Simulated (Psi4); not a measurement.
# UPBEh-3c/def2-mSVP (density fitting, core potential) run of C2H3Sn (SMILES C#[C][SnH2])

Aim: the energy change on altering one bond length of C2H3Sn at UPBEh-3c/def2-mSVP (density fitting, core potential), from 2 runs. 

The calculation is run with Psi4 1.11.

1 further run of the same task is left out (it didn't finish).

## 1. The structure to begin with

The species is C2H3Sn (6 atoms), meant as a doublet with charge 0. SMILES: `C#[C][SnH2]`. Geometry: relaxed at PBE0-D4/def2-TZVP.

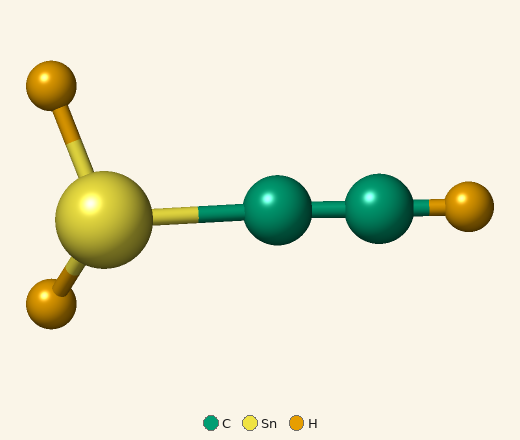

The structure, seen from a chosen angle (carbon teal, tin yellow, hydrogen amber).

## 2. The charge distribution at UPBEh-3c/def2-mSVP (density fitting, core potential)

File c2h3sn.inp:

```
memory 1600 mb

molecule system {
  0 2
  C     -0.393100    -1.830000    -0.172100
  C     -0.048400    -0.680100    -0.027600
  Sn     0.721100     1.225200     0.300000
  H     -0.716000    -2.837100    -0.307900
  H      0.813900     2.019800    -1.216100
  H     -0.335600     2.038000     1.377700
  units angstrom
}

set reference uks

e, wfn = energy("pbeh-3c", return_wfn=True)
oeprop(wfn, "MULLIKEN_CHARGES", "ESP_AT_NUCLEI", "DIPOLE", "MAYER_INDICES", "MULTIPOLE(3)", title="PBEH-3C")
print_variables()
```

Command:

```console
$ psi4 c2h3sn.inp c2h3sn.out -n 1
```

c2h3sn.out:

```text
[...]
    !!!  WARNING: ECP capability is in beta. Please check occupations closely.  !!!
[...]
  Running in c1 symmetry.
[...]
  Nuclear repulsion =   95.194076420151447
[...]
  Multiplicity = 2
[...]
  Nalpha       = 19
  Nbeta        = 18
[...]
    Number of basis functions: 62
[...]
   @DF-UKS iter   1:  -291.84630748442623   -1.70713e+00   8.72895e-03 DIIS/ADIIS
[...]
   @DF-UKS iter  11:  -292.02674404933828   -3.92989e-08   3.55298e-07 DIIS
[...]
   @S^2 Observed:                7.539216872E-01
[...]
    Orbital Energies [Eh]
    ---------------------
    Alpha Occupied:
       1A    -10.452069     2A    -10.446319     3A     -5.327211
       4A     -3.629875     5A     -3.626524     6A     -3.625143
       7A     -1.130559     8A     -1.128252     9A     -1.127039
      10A     -1.123742    11A     -1.123268    12A     -0.832671
      13A     -0.623912    14A     -0.574828    15A     -0.420853
      16A     -0.392725    17A     -0.344529    18A     -0.328861
      19A     -0.255309
    Alpha Virtual:
      20A      0.033817    21A      0.034251    22A      0.054114
      23A      0.096650    24A      0.120016    25A      0.152889
[...]
  @DF-UKS Final Energy:  -292.02674404933828
   => Energetics <=
    Nuclear Repulsion Energy =             95.1940764201514469
    One-Electron Energy =                -669.2773409875517245
    Two-Electron Energy =                 299.8751330662852297
    DFT Exchange-Correlation Energy =     -17.8250099237260642
    Empirical Dispersion Energy =           0.0063973755028536
    VV10 Nonlocal Energy =                  0.0000000000000000
    Total Energy =                       -292.0267440493382765
[...]
 Multipole Moments:
 ------------------------------------------------------------------------------------
     Multipole            Electronic (a.u.)      Nuclear  (a.u.)        Total (a.u.)
 ------------------------------------------------------------------------------------
 L = 1.  Multiply by 2.5417464519 to convert [e a0] to [Debye]
 Dipole X            :         14.1286262          -13.9866354            0.1419908
 Dipole Y            :         31.4355673          -31.3780257            0.0575416
 Dipole Z            :          6.0384798           -5.9758966            0.0625832
 Magnitude           :                                                    0.1654965
[...]
  Mulliken Charges: (a.u.)
   Center  Symbol    Alpha    Beta     Spin     Total
       1     C     3.19222  3.06220  0.13002 -0.25442
       2     C     3.05561  3.11808 -0.06247 -0.17368
       3    SN    11.30979 10.48764  0.82215  0.20258
       4     H     0.37756  0.38418 -0.00662  0.23826
       5     H     0.53242  0.47395  0.05847 -0.00637
       6     H     0.53241  0.47396  0.05845 -0.00637
   Total alpha = 19.00000, Total beta = 18.00000, Total charge = -0.00000
  Mayer Bond Indices:
[...]
```

Wall time 12 s (1 thread of Intel Xeon Platinum 8259CL at 2.50GHz (Skylake/Cascade Lake), shared host); peak memory 0.42 GiB.

Atomic charges (e):

| atom | Mulliken |
| --- | --- |
| C1 | -0.254 |
| C2 | -0.174 |
| Sn3 | +0.203 |
| H4 | +0.238 |
| H5 | -0.006 |
| H6 | -0.006 |

## 3. The distorted shape, same level

File input.in:

```
memory 1600 MB

molecule system {
  0 2
  C      0.05593589    -4.07261491    -1.13988280
  C      0.70732449    -1.89961884    -0.86681737
  Sn     2.16146874     1.70087634    -0.24774309
  H     -0.55425667    -5.97575809    -1.39650761
  H      2.33683533     3.20245272    -3.11275687
  H     -0.63419209     3.85126184     2.60347568
  units au
}

set reference uks

result, w = energy('pbeh-3c', return_wfn=True)
oeprop(w, 'MULLIKEN_CHARGES', 'ESP_AT_NUCLEI', 'DIPOLE', 'MAYER_INDICES', 'MULTIPOLE(3)')
```

Command:

```console
$ psi4 input.in input.out -n 1
```

input.out:

```text
[...]
    !!!  WARNING: ECP capability is in beta. Please check occupations closely.  !!!
[...]
  Running in c1 symmetry.
[...]
  Nuclear repulsion =   92.977060673139036
[...]
  Multiplicity = 2
[...]
  Nalpha       = 19
  Nbeta        = 18
[...]
    Number of basis functions: 62
[...]
   @DF-UKS iter   1:  -291.77226683409873   -1.72632e+00   9.04949e-03 DIIS/ADIIS
[...]
   @DF-UKS iter  12:  -291.97652207061827   -4.10158e-08   7.19546e-07 DIIS
[...]
   @S^2 Observed:                7.955837416E-01
[...]
    Orbital Energies [Eh]
    ---------------------
    Alpha Occupied:
       1A    -10.460221     2A    -10.451780     3A     -5.337038
       4A     -3.640653     5A     -3.635470     6A     -3.634050
       7A     -1.139236     8A     -1.136674     9A     -1.134733
      10A     -1.133486    11A     -1.130198    12A     -0.839502
      13A     -0.625412    14A     -0.567604    15A     -0.420657
      16A     -0.360630    17A     -0.349655    18A     -0.329965
      19A     -0.263793
    Alpha Virtual:
      20A     -0.049475    21A      0.031719    22A      0.045863
      23A      0.077770    24A      0.116957    25A      0.155749
[...]
  @DF-UKS Final Energy:  -291.97652207061827
   => Energetics <=
    Nuclear Repulsion Energy =             92.9770606731390359
    One-Electron Energy =                -664.6359371265219806
    Two-Electron Energy =                 297.4559474588729699
    DFT Exchange-Correlation Energy =     -17.7787792493386405
    Empirical Dispersion Energy =           0.0051861732303778
    VV10 Nonlocal Energy =                  0.0000000000000000
    Total Energy =                       -291.9765220706182731
[...]
 Multipole Moments:
 ------------------------------------------------------------------------------------
     Multipole            Electronic (a.u.)      Nuclear  (a.u.)        Total (a.u.)
 ------------------------------------------------------------------------------------
 L = 1.  Multiply by 2.5417464519 to convert [e a0] to [Debye]
 Dipole X            :         14.8928527          -14.5826915            0.3101612
 Dipole Y            :         30.6816015          -30.9195474           -0.2379459
 Dipole Z            :          5.1021591           -5.3679955           -0.2658364
 Magnitude           :                                                    0.4727443
[...]
  Mulliken Charges: (a.u.)
   Center  Symbol    Alpha    Beta     Spin     Total
       1     C     3.16064  3.08122  0.07942 -0.24186
       2     C     3.07591  3.10077 -0.02486 -0.17667
       3    SN    11.12354 10.63707  0.48648  0.23939
       4     H     0.37747  0.38153 -0.00406  0.24100
       5     H     0.53949  0.47405  0.06544 -0.01354
       6     H     0.72296  0.32537  0.39759 -0.04832
   Total alpha = 19.00000, Total beta = 18.00000, Total charge = -0.00000
  Mayer Bond Indices:
[...]
```

Wall time 12 s (1 thread of Intel Xeon Platinum 8259CL at 2.50GHz (Skylake/Cascade Lake), shared host); peak memory 0.41 GiB.

Atomic charges (e):

| atom | Mulliken |
| --- | --- |
| C1 | -0.242 |
| C2 | -0.177 |
| Sn3 | +0.239 |
| H4 | +0.241 |
| H5 | -0.014 |
| H6 | -0.048 |

## 4. Results

Level: UPBEh-3c/def2-mSVP (density fitting, core potential).

| quantity | value |
| --- | --- |
| first shape: total energy | -292.02674 Eh |
| first shape: dipole moment | 0.42 D |
| first shape: HOMO energy (highest over α and β) | -6.95 eV |
| first shape: LUMO energy (lowest over α and β) | -2.74 eV |
| first shape: ⟨S²⟩ | 0.754 |
| distorted shape: total energy | -291.97652 Eh |
| distorted shape: dipole moment | 1.20 D |
| distorted shape: HOMO energy (highest over α and β) | -7.18 eV |
| distorted shape: LUMO energy (lowest over α and β) | -3.11 eV |
| distorted shape: ⟨S²⟩ | 0.796 |
| energy change with the Sn3–H6 bond stretched from 1.714 to 2.400 Å | 1.367 eV |

What this shows: With the Sn3–H6 bond stretched from 1.714 to 2.400 Å the energy rises by 1.37 eV (132 kJ/mol). The first shape isn't relaxed at this level, so the change isn't measured from a minimum. Mulliken charges (first shape) run from -0.25 on C1 to +0.24 on H4; they depend strongly on the basis.
